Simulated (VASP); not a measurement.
Band structure of NaF (rock salt). Calculation: AM05 GGA, VASP's PBE PAW potentials (set 64) (plane waves; VASP 6.6.1).

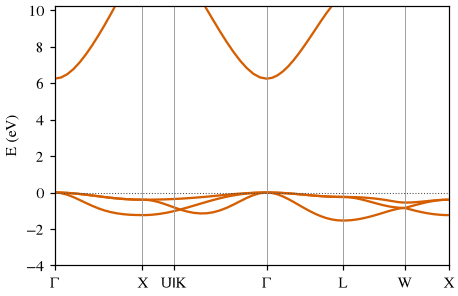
Fig. 1. Bands along high-symmetry lines, zero at the valence-band maximum or, without a gap, the Fermi level

Q: Read the plot: is there a gap, and where are the band edges?

A: The gap is direct, 6.24 eV, from the valence maximum at Γ to the conduction minimum at Γ. (Edges off the drawn lines would not show.)

Measured: gap 11.70 eV (computed value off by -5.46 eV), as given by David Koller et al., Journal of Physics Condensed Matter (2013), arXiv:1304.4470.

The compound is NaF in the rock salt structure. It was relaxed first.
